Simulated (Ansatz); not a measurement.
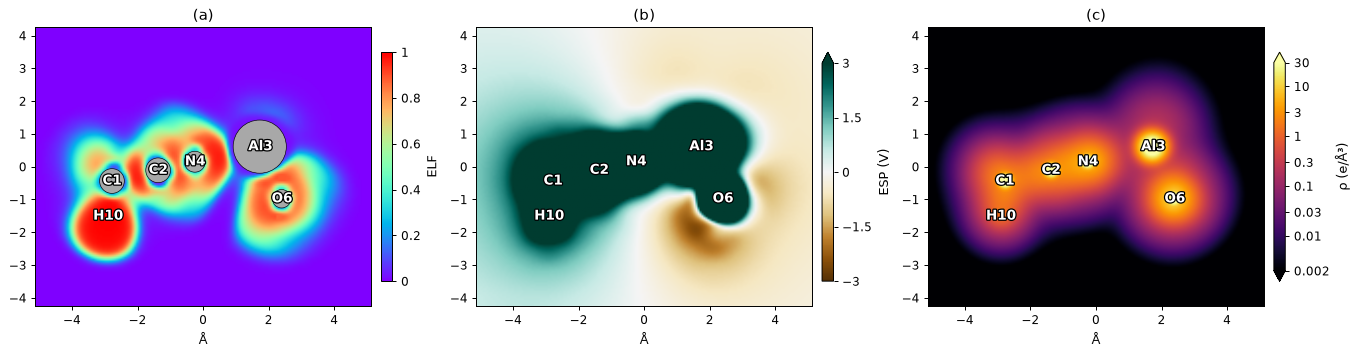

The picture shows: C2H6AlNO3 (SMILES CC#[N+][Al-]([OH])([OH])[OH]). (a) electron localisation function; (b) electrostatic potential; (c) electron density on the plane of atoms N4, Al3 and O6. Grey discs cover the atomic cores in the ELF map.

Geometry: PBE0-D4/def2-SVP.

All numbers below come from isolated molecule in a Gaussian basis; Kohn-Sham density functional theory, functional PBE0 (Ansatz 0.2.0).

```xyz
13

C     1.9688    0.8399   -0.6273
C     0.7120    0.4101   -0.0565
Al   -2.0545   -0.5360    1.1988
N    -0.2875    0.0679    0.3975
O    -2.7193   -1.3670   -0.1572
O    -2.7333    0.9987    1.5922
O    -1.4669   -1.4967    2.5037
H     2.7911    0.5993    0.0615
H     2.1368    0.3260   -1.5846
H     1.9466    1.9256   -0.7988
H    -3.5100   -1.0208   -0.5731
H    -2.8702    1.2270    2.5126
H    -1.6296   -2.4409    2.4981
```

### What does the map show?

The plane passes through C, Al, N, O and H nuclei. C–N (1.15 Å): ρ at the midpoint is about 3.5 e/Å³; the ELF peaks at about 0.85 between the atoms; a short, multiple covalent bond. C–C (1.45 Å): ρ is about 1.8 e/Å³ halfway; the ELF peaks at about 0.95 between the atoms, as expected for a covalent bond. Al–O (1.72 Å): ρ is about 0.83 e/Å³ halfway; the ELF peaks at about 0.90 in the valence shell of O, 0.6 Å from its nucleus, and is about 0.45 at the midpoint. Al–N (2.03 Å): the density is about 0.43 e/Å³ at the midpoint; the ELF peaks at about 0.95 in the valence shell of N, 0.7 Å from its nucleus, and is about 0.65 at the midpoint. C–H (1.10 Å): ρ at the midpoint is about 2 e/Å³; the ELF climbs to about 1 towards the hydrogen, as it does in any bond to H: a covalent bond by its length. The ELF also peaks beside O6, away from the bonds: lone-pair regions. Outside the dense part of the molecule the potential is most negative (−2.5 V) near O6.
